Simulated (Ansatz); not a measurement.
**SnSiH4ClF (SMILES [F][SnH]([SiH3])[Cl]): CCSD/def2-SVP (core potential)**

What is the vertical ionisation energy of SnSiH4ClF at CCSD/def2-SVP (core potential)? 

The results are computed with Ansatz 0.2.0.

104 further runs of the same task are left out: 6 that didn't finish, 98 set aside as unsound or not needed. Runs told in other sessions of the task aren't counted.

## Step 1: The molecule

SnSiH4ClF has 8 atoms, charge 0, and is taken as a singlet. As SMILES, `[F][SnH]([SiH3])[Cl]`. Geometry: relaxed at PBE0-D4/def2-TZVP.

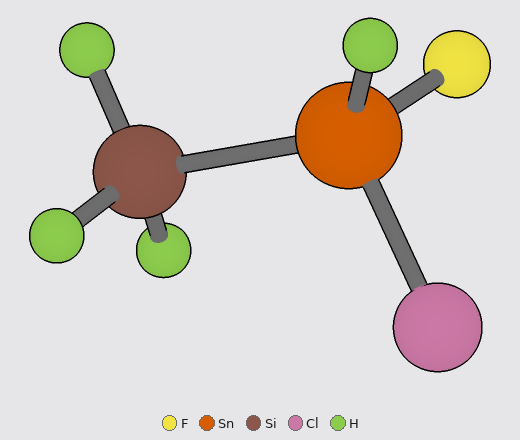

The structure, seen from a chosen angle (fluorine yellow, tin orange, silicon brown, chlorine pink, hydrogen green).

## Step 2: The energy at CCSD/def2-SVP (core potential)

The input, job.yaml:

```yaml
crystal:
  periodic: [false, false, false]
  atoms:
    - {symbol: F, position_ang: [-2.164400, 1.207300, 0.065000]}
    - {symbol: Sn, position_ang: [-0.491100, 0.743900, -0.760400]}
    - {symbol: Si, position_ang: [0.772400, -0.710700, 0.928600]}
    - {symbol: Cl, position_ang: [-1.103700, -0.588800, -2.566200]}
    - {symbol: H, position_ang: [0.081000, 2.212200, -1.406000]}
    - {symbol: H, position_ang: [1.077500, 0.107800, 2.127500]}
    - {symbol: H, position_ang: [2.025400, -1.174900, 0.284900]}
    - {symbol: H, position_ang: [-0.104900, -1.854000, 1.270900]}
basis:
  gaussian:
    orbitals: def2-SVP
correlation:
  method: ccsd
  frozen_orbitals: {Cl: 5, F: 1, H: 0, Si: 5, Sn: 4}
scf:
  omitted_lower_state_checks: [cluster_reference, increment]
accuracy: high
```

The run is started by

```console
ansatz run job.yaml --threads 1 --pin off --max-ram 3480MiB --events-out events.jsonl --progress --plain --runs-dir runs
```

What it wrote, shortened:

```text
Warning: RAYON_NUM_THREADS=1 ignored (pool sized by the plan → 1); use --threads N
Functional definition: HF
  name "HF"
[...]
2115 factors; integrals over basis functions are off by at most 7.7e-9 eV
[...]
mean field -28933.72736718 eV, -1063.2948687590 hartree, gradient 1.2e-8 eV, S^2 0.000000; 0 other end points of the search recorded, 0 dependent functions left out
15 core orbitals not correlated: weight in the atoms' cores, before any rotation towards them, 1.000 or more for the frozen orbitals, at most 0.000 for the correlated occupied ones
reference -28933.72736718 eV, -1063.2948687590 hartree; 18, 18 occupied and 63, 63 virtual orbitals, 2115 factors
second order -14.35493715 eV of doubles, -0.00000000 eV of singles
cycle   1  -15.13118292 eV  change   -7.8e-1 eV  update   1.0e-1
[...]
cycle  20  -15.65093010 eV  change  -1.7e-10 eV  update   3.7e-9
Total energy: -28949.37829728 eV, -1063.8700298316 hartree
Checks for a lower state left out: cluster_reference, increment
```

Run time: 45 s. Hardware: 1 thread of Arm Neoverse N1, shared host; peak memory 0.6 GiB.

## Step 3: The doublet cation at the same level

The input, in.yaml:

```yaml
crystal:
  periodic: [false, false, false]
  atoms:
    - {symbol: F, position_ang: [-2.164400, 1.207300, 0.065000]}
    - {symbol: Sn, position_ang: [-0.491100, 0.743900, -0.760400]}
    - {symbol: Si, position_ang: [0.772400, -0.710700, 0.928600]}
    - {symbol: Cl, position_ang: [-1.103700, -0.588800, -2.566200]}
    - {symbol: H, position_ang: [0.081000, 2.212200, -1.406000]}
    - {symbol: H, position_ang: [1.077500, 0.107800, 2.127500]}
    - {symbol: H, position_ang: [2.025400, -1.174900, 0.284900]}
    - {symbol: H, position_ang: [-0.104900, -1.854000, 1.270900]}
basis:
  gaussian:
    orbitals: def2-SVP
scf:
  omitted_lower_state_checks: [cluster_reference, increment]
total_charge: 1
magnetization:
  spin_polarized: true
  initial_magnetization: 1
accuracy: high
correlation:
  method: ccsd
  frozen_orbitals: {Cl: 5, F: 1, H: 0, Si: 5, Sn: 4}
```

The run is started by

```console
ansatz run in.yaml --threads 1 --pin off --max-ram 3480MiB --events-out events.jsonl --progress --plain --runs-dir runs
```

What it wrote, shortened:

```text
Warning: RAYON_NUM_THREADS=1 ignored (pool sized by the plan → 1); use --threads N
[... 2 set-up lines as earlier in the session ...]
[...]
2116 factors; integrals over basis functions are off by at most 7.7e-9 eV
[...]
mean field -28923.38858822 eV, -1062.9149256400 hartree, gradient 9.2e-8 eV, S^2 0.780168; 9 other end points of the search recorded, 0 dependent functions left out
15 core orbitals not correlated: weight in the atoms' cores, before any rotation towards them, 1.000 or more for the frozen orbitals, at most 0.000 for the correlated occupied ones
reference -28923.38858822 eV, -1062.9149256400 hartree; 18, 17 occupied and 63, 64 virtual orbitals, 2116 factors
second order -14.21398254 eV of doubles, -0.00000000 eV of singles
cycle   1  -14.87538419 eV  change   -6.6e-1 eV  update   1.3e-1
[...]
cycle  37  -15.54664837 eV  change  -5.6e-10 eV  update   3.4e-9
Total energy: -28938.93523658 eV, -1063.4862544296 hartree
Checks for a lower state left out: cluster_reference, increment
```

It took 4.8 min on 1 thread of Arm Neoverse N1, shared host; peak memory 1.2 GiB.

## Step 4: What came out

At CCSD/def2-SVP (core potential), 15 core orbitals frozen:

| quantity | value |
| --- | --- |
| singlet SnSiH4ClF: total energy | -1063.87003 Eh |
| singlet SnSiH4ClF: correlation energy (15 core orbitals frozen) | -575.2 mEh |
| singlet SnSiH4ClF: T1 diagnostic | 0.012 |
| doublet cation: total energy | -1063.48625 Eh |
| doublet cation: correlation energy (15 core orbitals frozen) | -571.3 mEh |
| doublet cation: ⟨S²⟩ of the reference determinant | 0.780 |
| doublet cation: T1 diagnostic | 0.028 |
| vertical ionisation energy (to the doublet cation) | 10.443 eV |

Removing an electron at fixed nuclei costs 10.44 eV (241 kcal/mol).
